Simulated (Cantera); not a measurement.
Charge: 1 mol SiH₂Cl₂, a varied amount of N₂, at 1227 °C and 353 Torr.

Cantera equilibrium calculation (NASA polynomials, part measured and part estimated; ideal gas, pure solids and liquids). Candidate condensed phases: NH₄Cl, Si, Si₃N₄; 28 gas species. The tables' values for SiCl₃ are old estimates; treat these amounts as uncertain. The numbers say what is thermodynamically allowed, not how fast it happens.

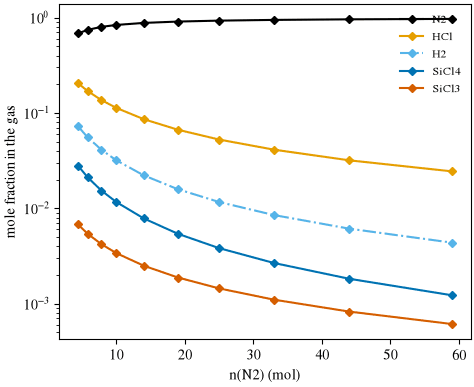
Fig. 1. Equilibrium gas composition (values under 1e-9 drawn at 1e-9)

From 4.4 mol N₂ to 59 mol N₂ the condensed part is Si₃N₄(s). The main Si-bearing gas is SiCl₄ throughout. The share of Si in condensed phases is highest at 59 mol N₂ (82.9 %) and lowest at 4.4 mol N₂ (76.6 %).
